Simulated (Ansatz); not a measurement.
```xyz
18
Lattice="5.1579 0.0000 0.0000 -2.5789 4.4669 0.0000 0.0000 0.0000 16.5360" Properties=species:S:1:pos:R:3 pbc="T T T"
Al    2.5790    1.4889    2.9677
Al    0.0000    2.9779    8.4798
Al    0.0000    0.0000   13.9918
Al    0.0000    0.0000    2.5442
Al    2.5790    1.4889    8.0562
Al    0.0000    2.9779   13.5683
Al    0.0000    2.9779    2.7561
Al    0.0000    0.0000    8.2680
Al    2.5790    1.4889   13.7800
Sb    0.0000    0.0000    5.4564
Sb    2.5790    1.4889   10.9684
Sb    0.0000    2.9779   16.4803
Sb    2.5790    1.4889    0.0557
Sb    0.0000    2.9779    5.5677
Sb    0.0000    0.0000   11.0796
P     0.0000    0.0000    0.0000
P     2.5790    1.4889    5.5120
P     0.0000    2.9779   11.0241
```

Space group R-3m; a structure generated by program, which may or may not match a known phase.

These are results of DFT PBE, scalar-relativistic, plane waves, PAW (Ansatz), not measurements.

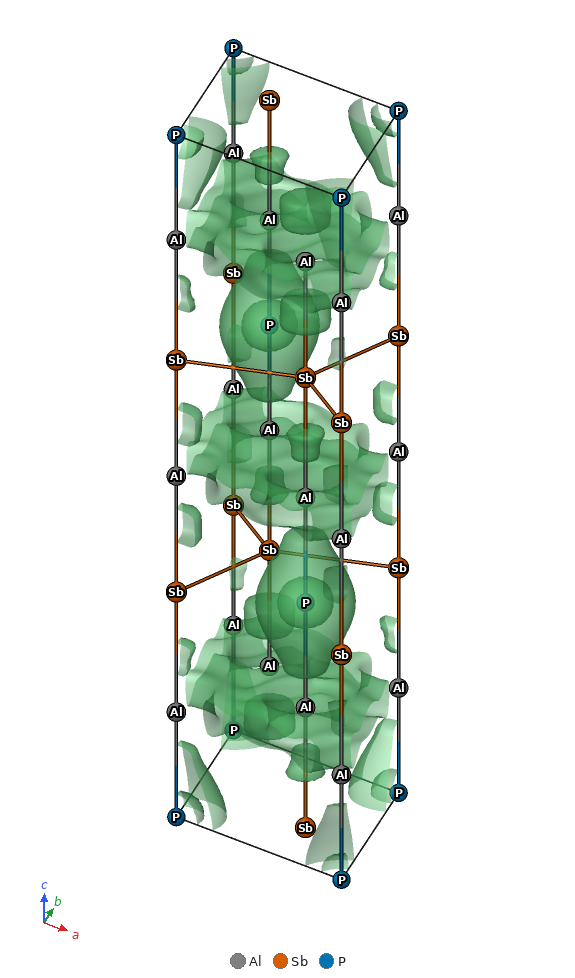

Al3Sb2P. Isosurface of the ELF at 0.65 (green), seen at an oblique angle. Core shells and regions of very low density are left out. Sticks mark near contacts.

Core electrons are frozen (PAW), and the valence fields are smoothed inside the atomic spheres.

### Describe the localisation domains.

The surface consists of twelve regions between bonded Al–Sb atoms, three regions on P in which the atom's valence shell and bonds are merged and sheets that run through the cell in two directions, counted in one cell of 18 atoms. Any copies at cell faces, edges or corners count once.

Values along the shortest contacts:
Al–P (2.54 Å): the ELF peaks at about 0.90 in the valence shell of P, 0.8 Å from its nucleus, and is about 0.85 at the midpoint. Al–Sb (2.81 Å): the ELF is about 0.80 at the midpoint.
